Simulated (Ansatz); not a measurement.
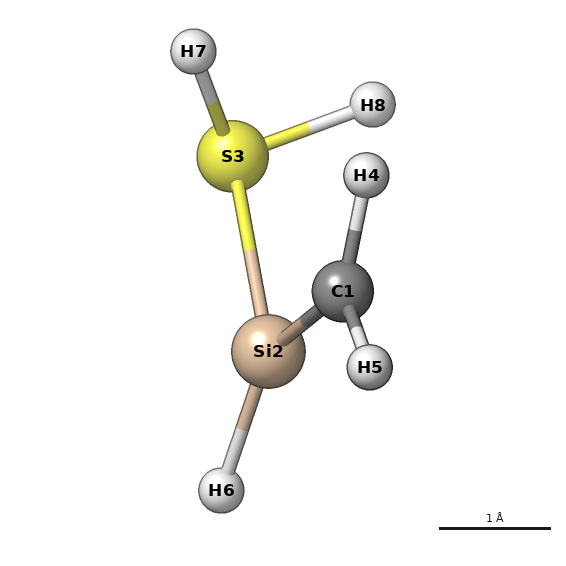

Source: calculation with Ansatz.

Numbered structure. State: charge +1, singlet. Geometry: moved along internal coordinates away from the minimum.

Estimate the angles Si2–C1–H4, Si2–C1–H5, H4–C1–H5, C1–Si2–S3, C1–Si2–H6, S3–Si2–H6, Si2–S3–H7, Si2–S3–H8, H7–S3–H8.

```csv
angle,degrees
Si2–C1–H4,122.2
Si2–C1–H5,121.5
H4–C1–H5,116.3
C1–Si2–S3,108.5
C1–Si2–H6,139.4
S3–Si2–H6,112.1
Si2–S3–H7,101.0
Si2–S3–H8,101.0
H7–S3–H8,93.6
```
